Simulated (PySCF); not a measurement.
**HS− (hydrosulfide) at BCCD(T)/6-31G(d) (spherical functions)**

What is the energy change on altering one bond length of HS− (hydrosulfide) at BCCD(T)/6-31G* (spherical functions)? Input form: a Python script.

The results are computed with PySCF 2.14.0.

9 further runs of the same task are left out: 9 set aside as unsound or not needed.

## (1) The molecule

The species is HS− (2 atoms), meant as a singlet with charge -1. As SMILES, `[SH-]`. The shape is that of a PBE0-D4/def2-TZVPD optimisation.

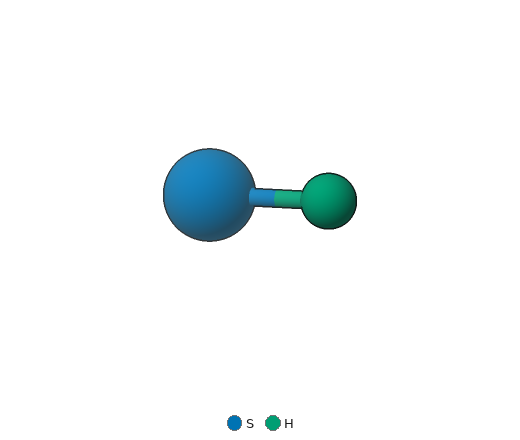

The structure, seen from a chosen angle (sulfur blue, hydrogen teal).

## (2) A single-point energy at BCCD(T)/6-31G(d) (spherical functions)

job.py

```python
# [SH-]
from pyscf import gto, cc
from pyscf.cc.bccd import bccd_kernel_

mol = gto.M(
    atom='S 0.574700 -0.187900 0.295500; H -0.574700 0.187900 -0.295500',
    max_memory=1860,
    basis='6-31g*',
    verbose=4,
    spin=0,
    charge=-1,
)

myscf = mol.RHF()
myscf.conv_tol = 1e-10
myscf.kernel()
if not myscf.converged:
    myscf = myscf.newton().run(myscf.mo_coeff, myscf.mo_occ)

mycc = cc.CCSD(myscf, frozen=5).run()
mycc = bccd_kernel_(mycc, diis=True)
e_t = mycc.ccsd_t()
energy = mycc.e_tot + e_t
print(f'total energy: {energy:.8f} hartree')
```

Launch:

```sh
$ OMP_NUM_THREADS=1 python job.py
```

The program printed:

```text
PySCF version 2.14.0

[INPUT] num. atoms = 2
[INPUT] num. electrons = 18
[INPUT] charge = -1
[INPUT] spin (= nelec alpha-beta = 2S) = 0
[INPUT] symmetry False subgroup None
[INPUT] Mole.unit = angstrom
[INPUT] Symbol           X                Y                Z      unit          X                Y                Z       unit  Magmom
[INPUT]  1 S      0.574700000000  -0.187900000000   0.295500000000 AA    1.086025603788  -0.355079538806   0.558414069809 Bohr   0.0
[INPUT]  2 H     -0.574700000000   0.187900000000  -0.295500000000 AA   -1.086025603788   0.355079538806  -0.558414069809 Bohr   0.0

nuclear repulsion = 6.29052254661568
number of shells = 10
number of NR pGTOs = 55
number of NR cGTOs = 20
basis = 6-31g*
ecp = {}

******** <class 'pyscf.scf.hf.RHF'> ********
method = RHF
initial guess = minao
damping factor = 0
level_shift factor = 0
DIIS = <class 'pyscf.scf.diis.CDIIS'>
diis_start_cycle = 1
diis_space = 8
diis_damp = 0
SCF conv_tol = 1e-10
SCF conv_tol_grad = None
SCF max_cycles = 50
direct_scf = True
direct_scf_tol = 1e-13
Set gradient conv threshold to 1e-05
Initial guess from minao.
init E= -397.814725140342
  HOMO = -0.29886197267979  LUMO = 0.132347987218941  gap/eV = 11.73382
cycle= 1 E= -398.046346228697  delta_E= -0.232  |g|= 0.332  |ddm|= 1.12
  HOMO = -0.00447557024895225  LUMO = 0.475125062427354  gap/eV = 13.05060
cycle= 2 E= -398.087389326217  delta_E= -0.041  |g|= 0.117  |ddm|= 0.811
  HOMO = -0.069418728246093  LUMO = 0.450357270043086  gap/eV = 14.14383
cycle= 3 E= -398.091707627374  delta_E= -0.00432  |g|= 0.0137  |ddm|= 0.177
  HOMO = -0.070206303708078  LUMO = 0.454086461361928  gap/eV = 14.26673
cycle= 4 E= -398.091821901564  delta_E= -0.000114  |g|= 0.00271  |ddm|= 0.0373
  HOMO = -0.0703676673382135  LUMO = 0.454103558551717  gap/eV = 14.27159
cycle= 5 E= -398.091826888131  delta_E= -4.99e-06  |g|= 0.000448  |ddm|= 0.00992
  HOMO = -0.0702937212738593  LUMO = 0.454178803423349  gap/eV = 14.27162
cycle= 6 E= -398.09182698779  delta_E= -9.97e-08  |g|= 8.63e-05  |ddm|= 0.00117
  HOMO = -0.0703129843478594  LUMO = 0.454167997252418  gap/eV = 14.27185
cycle= 7 E= -398.091826992624  delta_E= -4.83e-09  |g|= 6.73e-06  |ddm|= 0.000256
  HOMO = -0.0703117737271871  LUMO = 0.454168586392704  gap/eV = 14.27184
cycle= 8 E= -398.091826992655  delta_E= -3.14e-11  |g|= 1.07e-06  |ddm|= 1.67e-05
  HOMO = -0.0703119139469481  LUMO = 0.454168717230774  gap/eV = 14.27184
Extra cycle  E= -398.091826992656  delta_E= -1.31e-12  |g|= 3.72e-07  |ddm|= 2.39e-06
converged SCF energy = -398.091826992656

******** <class 'pyscf.cc.ccsd.CCSD'> ********
CC2 = 0
CCSD nocc = 4, nmo = 15
frozen orbitals 5
max_cycle = 50
direct = 0
conv_tol = 1e-07
conv_tol_normt = 1e-05
diis_space = 6
diis_start_cycle = 0
diis_start_energy_diff = 1e+09
Init t2, MP2 energy = -398.207795233711  E_corr(MP2) -0.115968241054524
Init E_corr(CCSD) = -0.115968241054595
cycle = 1  E_corr(CCSD) = -0.1295968703921  dE = -0.0136286293  norm(t1,t2) = 0.0318204
cycle = 2  E_corr(CCSD) = -0.13261182135286  dE = -0.00301495096  norm(t1,t2) = 0.0099469
cycle = 3  E_corr(CCSD) = -0.133948299111731  dE = -0.00133647776  norm(t1,t2) = 0.00385487
cycle = 4  E_corr(CCSD) = -0.13391462520883  dE = 3.36739029e-05  norm(t1,t2) = 0.000413683
cycle = 5  E_corr(CCSD) = -0.133911276413208  dE = 3.34879562e-06  norm(t1,t2) = 6.6568e-05
cycle = 6  E_corr(CCSD) = -0.133911585606722  dE = -3.09193514e-07  norm(t1,t2) = 1.58386e-05
cycle = 7  E_corr(CCSD) = -0.133911607469247  dE = -2.18625252e-08  norm(t1,t2) = 3.51378e-06
CCSD converged
E(CCSD) = -398.2257386001256  E_corr = -0.133911607469247
BCCD loop starts.

******** <class 'pyscf.cc.ccsd.CCSD'> ********
CC2 = 0
CCSD nocc = 4, nmo = 15
frozen orbitals 5
max_cycle = 50
direct = 0
conv_tol = 1e-07
conv_tol_normt = 1e-05
diis_space = 6
diis_start_cycle = 0
diis_start_energy_diff = 1e+09
Init E_corr(CCSD) = -0.133850321556961
cycle = 1  E_corr(CCSD) = -0.134446120707261  dE = -0.00059579915  norm(t1,t2) = 0.0115386
cycle = 2  E_corr(CCSD) = -0.134240109374056  dE = 0.000206011333  norm(t1,t2) = 0.00207775
cycle = 3  E_corr(CCSD) = -0.134214420053992  dE = 2.56893201e-05  norm(t1,t2) = 0.000864263
cycle = 4  E_corr(CCSD) = -0.134211079448572  dE = 3.34060542e-06  norm(t1,t2) = 0.000122401
cycle = 5  E_corr(CCSD) = -0.134212614733055  dE = -1.53528448e-06  norm(t1,t2) = 3.53136e-05
cycle = 6  E_corr(CCSD) = -0.134212367071483  dE = 2.47661572e-07  norm(t1,t2) = 4.89995e-06
cycle = 7  E_corr(CCSD) = -0.134212317885987  dE = 4.91854961e-08  norm(t1,t2) = 8.12721e-07
CCSD converged
E(CCSD) = -398.2256811614423  E_corr = -0.1342123178859869
BCC iter:    0  E:    -398.225681161442  dE:    5.744e-05  |t1|:    1.164e-02

******** <class 'pyscf.cc.ccsd.CCSD'> ********
CC2 = 0
CCSD nocc = 4, nmo = 15
frozen orbitals 5
max_cycle = 50
direct = 0
conv_tol = 1e-07
conv_tol_normt = 1e-05
diis_space = 6
diis_start_cycle = 0
diis_start_energy_diff = 1e+09
Init E_corr(CCSD) = -0.13416762700682
cycle = 1  E_corr(CCSD) = -0.13462063109516  dE = -0.000453004088  norm(t1,t2) = 0.0107859
cycle = 2  E_corr(CCSD) = -0.134470418316576  dE = 0.000150212779  norm(t1,t2) = 0.00153026
cycle = 3  E_corr(CCSD) = -0.134450025321543  dE = 2.0392995e-05  norm(t1,t2) = 0.000579563
cycle = 4  E_corr(CCSD) = -0.134447327806043  dE = 2.6975155e-06  norm(t1,t2) = 8.32652e-05
cycle = 5  E_corr(CCSD) = -0.13444754923608  dE = -2.21430037e-07  norm(t1,t2) = 2.53348e-05
cycle = 6  E_corr(CCSD) = -0.134447346852868  dE = 2.02383212e-07  norm(t1,t2) = 5.86682e-06
cycle = 7  E_corr(CCSD) = -0.13444742985344  dE = -8.30005724e-08  norm(t1,t2) = 1.12073e-06
CCSD converged
E(CCSD) = -398.2256408409214  E_corr = -0.1344474298534404
BCC iter:    1  E:    -398.225640840921  dE:    4.032e-05  |t1|:    1.352e-03

******** <class 'pyscf.cc.ccsd.CCSD'> ********
CC2 = 0
CCSD nocc = 4, nmo = 15
frozen orbitals 5
max_cycle = 50
direct = 0
conv_tol = 1e-07
conv_tol_normt = 1e-05
diis_space = 6
diis_start_cycle = 0
diis_start_energy_diff = 1e+09
Init E_corr(CCSD) = -0.134411734669307
cycle = 1  E_corr(CCSD) = -0.134348348999391  dE = 6.33856699e-05  norm(t1,t2) = 0.00161774
cycle = 2  E_corr(CCSD) = -0.134374962216868  dE = -2.66132175e-05  norm(t1,t2) = 0.000141446
cycle = 3  E_corr(CCSD) = -0.134377138923325  dE = -2.17670646e-06  norm(t1,t2) = 3.63919e-05
cycle = 4  E_corr(CCSD) = -0.134377399910469  dE = -2.60987144e-07  norm(t1,t2) = 6.2326e-06
cycle = 5  E_corr(CCSD) = -0.134377343634706  dE = 5.6275763e-08  norm(t1,t2) = 2.51118e-06
CCSD converged
E(CCSD) = -398.225648496094  E_corr = -0.1343773436347057
BCC iter:    2  E:    -398.225648496094  dE:   -7.655e-06  |t1|:    4.765e-04

******** <class 'pyscf.cc.ccsd.CCSD'> ********
CC2 = 0
CCSD nocc = 4, nmo = 15
frozen orbitals 5
max_cycle = 50
direct = 0
conv_tol = 1e-07
conv_tol_normt = 1e-05
diis_space = 6
diis_start_cycle = 0
diis_start_energy_diff = 1e+09
Init E_corr(CCSD) = -0.134385690825461
cycle = 1  E_corr(CCSD) = -0.134403827352793  dE = -1.81365273e-05  norm(t1,t2) = 0.000445218
cycle = 2  E_corr(CCSD) = -0.134396896040822  dE = 6.93131197e-06  norm(t1,t2) = 5.37227e-05
cycle = 3  E_corr(CCSD) = -0.134396148138301  dE = 7.47902521e-07  norm(t1,t2) = 1.96511e-05
cycle = 4  E_corr(CCSD) = -0.13439603770519  dE = 1.10433112e-07  norm(t1,t2) = 3.18201e-06
cycle = 5  E_corr(CCSD) = -0.134396047876594  dE = -1.01714047e-08  norm(t1,t2) = 1.00819e-06
CCSD converged
E(CCSD) = -398.2256466066583  E_corr = -0.1343960478765943
BCC iter:    3  E:    -398.225646606658  dE:    1.889e-06  |t1|:    2.488e-05

******** <class 'pyscf.cc.ccsd.CCSD'> ********
CC2 = 0
CCSD nocc = 4, nmo = 15
frozen orbitals 5
max_cycle = 50
direct = 0
conv_tol = 1e-07
conv_tol_normt = 1e-05
diis_space = 6
diis_start_cycle = 0
diis_start_energy_diff = 1e+09
Init E_corr(CCSD) = -0.134395597289581
cycle = 1  E_corr(CCSD) = -0.134394675292177  dE = 9.21997404e-07  norm(t1,t2) = 2.21421e-05
cycle = 2  E_corr(CCSD) = -0.134395031640494  dE = -3.56348318e-07  norm(t1,t2) = 2.77889e-06
cycle = 3  E_corr(CCSD) = -0.1343950640204  dE = -3.23799055e-08  norm(t1,t2) = 1.05245e-06
CCSD converged
E(CCSD) = -398.2256466952269  E_corr = -0.1343950640204
BCC iter:    4  E:    -398.225646695227  dE:   -8.857e-08  |t1|:    4.304e-07
CCSD(T) correction = -0.00263537886523472
total energy: -398.22828207 hartree
```

Wall time 1.1 s (1 thread of Arm Neoverse V1, shared host); peak memory 0.12 GiB.

## (3) The distorted shape

run.py

```python
from pyscf import gto, scf, cc
from pyscf.cc.bccd import bccd_kernel_

mol = gto.M(
    atom='''
S      1.149442    -0.375814     0.591022
H     -0.574700     0.187900    -0.295500
''',
    charge=-1,
    spin=0,
    verbose=4,
    basis='6-31g*',
    max_memory=1860,
)

hf = scf.RHF(mol)
hf.conv_tol = 1e-10
hf.kernel()
if not hf.converged:
    hf = hf.newton().run(hf.mo_coeff, hf.mo_occ)

mycc = cc.CCSD(hf, frozen=5).run()
mycc = bccd_kernel_(mycc, diis=True)
e_t = mycc.ccsd_t()
e_final = mycc.e_tot + e_t
print('E(%s) = %.9f' % ('BCCD(T)', e_final))
```

Launch:

```sh
$ OMP_NUM_THREADS=1 python run.py
```

The program printed:

```text
PySCF version 2.14.0

[INPUT] num. atoms = 2
[INPUT] num. electrons = 18
[INPUT] charge = -1
[INPUT] spin (= nelec alpha-beta = 2S) = 0
[INPUT] symmetry False subgroup None
[INPUT] Mole.unit = angstrom
[INPUT] Symbol           X                Y                Z      unit          X                Y                Z       unit  Magmom
[INPUT]  1 S      1.149442000000  -0.375814000000   0.591022000000 AA    2.172130576072  -0.710185533777   1.116869713593 Bohr   0.0
[INPUT]  2 H     -0.574700000000   0.187900000000  -0.295500000000 AA   -1.086025603788   0.355079538806  -0.558414069809 Bohr   0.0

nuclear repulsion = 4.19357901569397
number of shells = 10
number of NR pGTOs = 55
number of NR cGTOs = 20
basis = 6-31g*
ecp = {}

******** <class 'pyscf.scf.hf.RHF'> ********
method = RHF
initial guess = minao
damping factor = 0
level_shift factor = 0
DIIS = <class 'pyscf.scf.diis.CDIIS'>
diis_start_cycle = 1
diis_space = 8
diis_damp = 0
SCF conv_tol = 1e-10
SCF conv_tol_grad = None
SCF max_cycles = 50
direct_scf = True
direct_scf_tol = 1e-13
Set gradient conv threshold to 1e-05
[... 1 set-up line as earlier in the session ...]
init E= -397.541589278555
  HOMO = -0.286752273877608  LUMO = -0.0587225626277139  gap/eV = 6.20500
cycle= 1 E= -397.909251999089  delta_E= -0.368  |g|= 0.42  |ddm|= 1.03
  HOMO = 0.026591375771369  LUMO = 0.295838043688691  gap/eV = 7.32658
cycle= 2 E= -397.988295771297  delta_E= -0.079  |g|= 0.242  |ddm|= 1.02
  HOMO = -0.0822383296628485  LUMO = 0.276241261770062  gap/eV = 9.75473
cycle= 3 E= -398.009711962605  delta_E= -0.0214  |g|= 0.0344  |ddm|= 0.353
  HOMO = -0.0946480462948061  LUMO = 0.292591647060702  gap/eV = 10.53733
cycle= 4 E= -398.010540254867  delta_E= -0.000828  |g|= 0.00516  |ddm|= 0.0851
  HOMO = -0.0950280224872491  LUMO = 0.292117181258199  gap/eV = 10.53476
cycle= 5 E= -398.010566057538  delta_E= -2.58e-05  |g|= 0.000641  |ddm|= 0.0155
  HOMO = -0.0950626827096532  LUMO = 0.292170196760964  gap/eV = 10.53714
cycle= 6 E= -398.010566309679  delta_E= -2.52e-07  |g|= 9.52e-05  |ddm|= 0.00126
  HOMO = -0.0950805408483766  LUMO = 0.292145534651497  gap/eV = 10.53696
cycle= 7 E= -398.010566315891  delta_E= -6.21e-09  |g|= 1.9e-05  |ddm|= 0.000216
  HOMO = -0.0950819154569229  LUMO = 0.292149805564488  gap/eV = 10.53711
cycle= 8 E= -398.010566316083  delta_E= -1.92e-10  |g|= 2.5e-06  |ddm|= 3.55e-05
  HOMO = -0.0950820284761957  LUMO = 0.292149323118525  gap/eV = 10.53710
cycle= 9 E= -398.010566316087  delta_E= -4.21e-12  |g|= 2.69e-07  |ddm|= 6.34e-06
  HOMO = -0.0950820930295755  LUMO = 0.292149261023208  gap/eV = 10.53710
Extra cycle  E= -398.010566316088  delta_E= -2.27e-13  |g|= 6.9e-08  |ddm|= 4.27e-07
converged SCF energy = -398.010566316088

******** <class 'pyscf.cc.ccsd.CCSD'> ********
CC2 = 0
CCSD nocc = 4, nmo = 15
frozen orbitals 5
max_cycle = 50
direct = 0
conv_tol = 1e-07
conv_tol_normt = 1e-05
diis_space = 6
diis_start_cycle = 0
diis_start_energy_diff = 1e+09
Init t2, MP2 energy = -398.133614026463  E_corr(MP2) -0.123047710374782
Init E_corr(CCSD) = -0.123047710374785
cycle = 1  E_corr(CCSD) = -0.140060415592707  dE = -0.0170127052  norm(t1,t2) = 0.0662733
cycle = 2  E_corr(CCSD) = -0.146308997309123  dE = -0.00624858172  norm(t1,t2) = 0.0317969
cycle = 3  E_corr(CCSD) = -0.150892154377773  dE = -0.00458315707  norm(t1,t2) = 0.0169629
cycle = 4  E_corr(CCSD) = -0.151045444732009  dE = -0.000153290354  norm(t1,t2) = 0.00237603
cycle = 5  E_corr(CCSD) = -0.150901262366882  dE = 0.000144182365  norm(t1,t2) = 0.00102573
cycle = 6  E_corr(CCSD) = -0.150924668391479  dE = -2.34060246e-05  norm(t1,t2) = 0.000227178
cycle = 7  E_corr(CCSD) = -0.150920432000351  dE = 4.23639113e-06  norm(t1,t2) = 5.91861e-05
cycle = 8  E_corr(CCSD) = -0.150922077007158  dE = -1.64500681e-06  norm(t1,t2) = 1.68877e-05
cycle = 9  E_corr(CCSD) = -0.150922123941313  dE = -4.6934155e-08  norm(t1,t2) = 3.92614e-06
CCSD converged
E(CCSD) = -398.161488440029  E_corr = -0.1509221239413126
BCCD loop starts.

******** <class 'pyscf.cc.ccsd.CCSD'> ********
CC2 = 0
CCSD nocc = 4, nmo = 15
frozen orbitals 5
max_cycle = 50
direct = 0
conv_tol = 1e-07
conv_tol_normt = 1e-05
diis_space = 6
diis_start_cycle = 0
diis_start_energy_diff = 1e+09
Init E_corr(CCSD) = -0.149897646701527
cycle = 1  E_corr(CCSD) = -0.156969023227776  dE = -0.00707137653  norm(t1,t2) = 0.0622098
cycle = 2  E_corr(CCSD) = -0.154835261717301  dE = 0.00213376151  norm(t1,t2) = 0.0101066
cycle = 3  E_corr(CCSD) = -0.155041315974926  dE = -0.000206054258  norm(t1,t2) = 0.00596701
cycle = 4  E_corr(CCSD) = -0.154856069109447  dE = 0.000185246865  norm(t1,t2) = 0.00289648
cycle = 5  E_corr(CCSD) = -0.154783245772172  dE = 7.28233373e-05  norm(t1,t2) = 0.000632823
cycle = 6  E_corr(CCSD) = -0.154776589945563  dE = 6.65582661e-06  norm(t1,t2) = 8.95304e-05
cycle = 7  E_corr(CCSD) = -0.154772979385718  dE = 3.61055984e-06  norm(t1,t2) = 2.88458e-05
cycle = 8  E_corr(CCSD) = -0.15477305350859  dE = -7.41228716e-08  norm(t1,t2) = 9.02463e-06
CCSD converged
E(CCSD) = -398.1610729982993  E_corr = -0.1547730535085901
BCC iter:    0  E:    -398.161072998299  dE:    4.154e-04  |t1|:    1.394e-02

******** <class 'pyscf.cc.ccsd.CCSD'> ********
CC2 = 0
CCSD nocc = 4, nmo = 15
frozen orbitals 5
max_cycle = 50
direct = 0
conv_tol = 1e-07
conv_tol_normt = 1e-05
diis_space = 6
diis_start_cycle = 0
diis_start_energy_diff = 1e+09
Init E_corr(CCSD) = -0.154328674181905
cycle = 1  E_corr(CCSD) = -0.153773472436767  dE = 0.000555201745  norm(t1,t2) = 0.0139217
cycle = 2  E_corr(CCSD) = -0.154060727595646  dE = -0.000287255159  norm(t1,t2) = 0.00191853
cycle = 3  E_corr(CCSD) = -0.154006305372443  dE = 5.44222232e-05  norm(t1,t2) = 0.00112729
cycle = 4  E_corr(CCSD) = -0.154006595657017  dE = -2.90284574e-07  norm(t1,t2) = 0.000520331
cycle = 5  E_corr(CCSD) = -0.154016552691754  dE = -9.95703474e-06  norm(t1,t2) = 9.72937e-05
cycle = 6  E_corr(CCSD) = -0.15401971746311  dE = -3.16477136e-06  norm(t1,t2) = 1.71316e-05
cycle = 7  E_corr(CCSD) = -0.15402020559574  dE = -4.8813263e-07  norm(t1,t2) = 3.99216e-06
cycle = 8  E_corr(CCSD) = -0.154020232332992  dE = -2.6737252e-08  norm(t1,t2) = 1.20315e-06
CCSD converged
E(CCSD) = -398.1611384908125  E_corr = -0.1540202323329921
BCC iter:    1  E:    -398.161138490813  dE:   -6.549e-05  |t1|:    1.515e-03

******** <class 'pyscf.cc.ccsd.CCSD'> ********
CC2 = 0
CCSD nocc = 4, nmo = 15
frozen orbitals 5
max_cycle = 50
direct = 0
conv_tol = 1e-07
conv_tol_normt = 1e-05
diis_space = 6
diis_start_cycle = 0
diis_start_energy_diff = 1e+09
Init E_corr(CCSD) = -0.154045754132112
cycle = 1  E_corr(CCSD) = -0.154121458729106  dE = -7.5704597e-05  norm(t1,t2) = 0.00154528
cycle = 2  E_corr(CCSD) = -0.154083879079592  dE = 3.75796495e-05  norm(t1,t2) = 0.000205918
cycle = 3  E_corr(CCSD) = -0.154089625231355  dE = -5.74615176e-06  norm(t1,t2) = 0.000105396
cycle = 4  E_corr(CCSD) = -0.154089391274955  dE = 2.339564e-07  norm(t1,t2) = 4.25771e-05
cycle = 5  E_corr(CCSD) = -0.154088884507932  dE = 5.06767023e-07  norm(t1,t2) = 7.59733e-06
cycle = 6  E_corr(CCSD) = -0.154088667715325  dE = 2.16792607e-07  norm(t1,t2) = 1.48995e-06
cycle = 7  E_corr(CCSD) = -0.154088624062866  dE = 4.3652459e-08  norm(t1,t2) = 3.59415e-07
CCSD converged
E(CCSD) = -398.1611273353416  E_corr = -0.1540886240628661
BCC iter:    2  E:    -398.161127335342  dE:    1.116e-05  |t1|:    1.127e-04

******** <class 'pyscf.cc.ccsd.CCSD'> ********
CC2 = 0
CCSD nocc = 4, nmo = 15
frozen orbitals 5
max_cycle = 50
direct = 0
conv_tol = 1e-07
conv_tol_normt = 1e-05
diis_space = 6
diis_start_cycle = 0
diis_start_energy_diff = 1e+09
Init E_corr(CCSD) = -0.154084653787231
cycle = 1  E_corr(CCSD) = -0.154076222458593  dE = 8.43132864e-06  norm(t1,t2) = 0.00011891
cycle = 2  E_corr(CCSD) = -0.15407989186929  dE = -3.6694107e-06  norm(t1,t2) = 1.46749e-05
cycle = 3  E_corr(CCSD) = -0.154079638485177  dE = 2.53384113e-07  norm(t1,t2) = 5.34896e-06
cycle = 4  E_corr(CCSD) = -0.154079819090498  dE = -1.8060532e-07  norm(t1,t2) = 1.65663e-06
cycle = 5  E_corr(CCSD) = -0.154079869735073  dE = -5.06445753e-08  norm(t1,t2) = 5.50999e-07
CCSD converged
E(CCSD) = -398.1611285309258  E_corr = -0.1540798697350729
BCC iter:    3  E:    -398.161128530926  dE:   -1.196e-06  |t1|:    1.074e-05

******** <class 'pyscf.cc.ccsd.CCSD'> ********
CC2 = 0
CCSD nocc = 4, nmo = 15
frozen orbitals 5
max_cycle = 50
direct = 0
conv_tol = 1e-07
conv_tol_normt = 1e-05
diis_space = 6
diis_start_cycle = 0
diis_start_energy_diff = 1e+09
Init E_corr(CCSD) = -0.154080148389395
cycle = 1  E_corr(CCSD) = -0.15408073918171  dE = -5.90792315e-07  norm(t1,t2) = 9.88793e-06
cycle = 2  E_corr(CCSD) = -0.154080495212051  dE = 2.43969659e-07  norm(t1,t2) = 1.24672e-06
cycle = 3  E_corr(CCSD) = -0.154080497897875  dE = -2.68582406e-09  norm(t1,t2) = 3.47752e-07
CCSD converged
E(CCSD) = -398.1611284640462  E_corr = -0.1540804978978748
BCC iter:    4  E:    -398.161128464046  dE:    6.688e-08  |t1|:    1.999e-07
CCSD(T) correction = -0.00509398972650005
E(BCCD(T)) = -398.166222454
```

Run time: 1 s. Hardware: 1 thread of Arm Neoverse V1, shared host; peak memory 0.1 GiB.

## (4) Results

At BCCD(T)/6-31G* (spherical functions), 5 core orbitals frozen:

```
                                                         quantity          value
                                        first shape: total energy  -398.22828 Eh
         first shape: correlation energy (5 core orbitals frozen)     -136.5 mEh
                                      first shape: (T) correction      -2.64 mEh
                                    distorted shape: total energy  -398.16622 Eh
     distorted shape: correlation energy (5 core orbitals frozen)     -155.7 mEh
                                  distorted shape: (T) correction      -5.09 mEh
energy change with the S1–H2 bond stretched from 1.346 to 2.019 Å       1.689 eV
```

With the S1–H2 bond stretched from 1.346 to 2.019 Å the energy rises by 1.69 eV (39 kcal/mol). The first shape isn't relaxed at this level, so the change isn't measured from a minimum. The triples (first shape) make up 1.9 % of the correlation energy. The triples (distorted shape) make up 3.3 % of the correlation energy.
